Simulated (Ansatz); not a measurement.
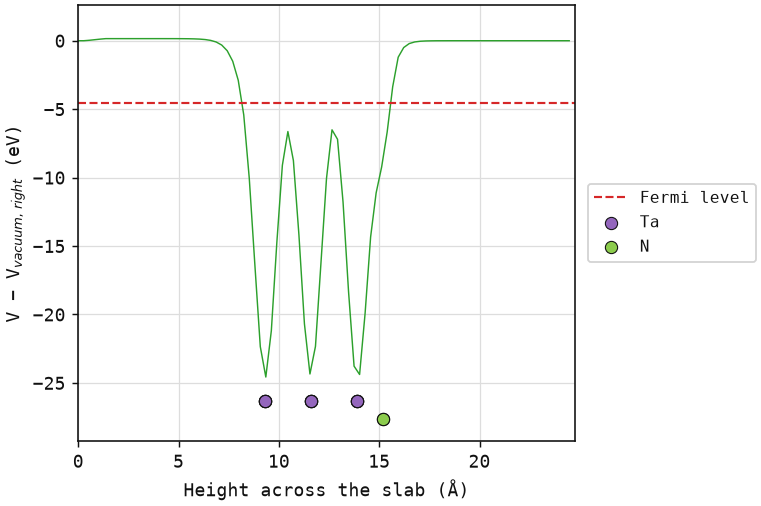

Plane-averaged electrostatic potential energy of an electron across the slab; circles at the bottom mark the heights of the atoms (positions after relaxation).

The material is a (110) slab cut from Ta (Im-3m), of composition Ta6N (not the bulk's), ended by Ta planes, 14 atoms in the cell.

Method: DFT PBE+D3(BJ), scalar-relativistic, plane waves, PAW, no spin polarisation, 6×6×1 k mesh, 420 eV cutoff, Gaussian smearing of 0.1 eV (Ansatz).

> Read off the work function of each face.

The work function is 4.59 eV at the right face and 4.74 eV at the left.

> How thick are slab and vacuum?

The outermost atoms are 5.8 Å apart, which leaves 18.9 Å of vacuum in a cell 24.7 Å high.

Spin-orbit coupling is left out, which matters for Ta.
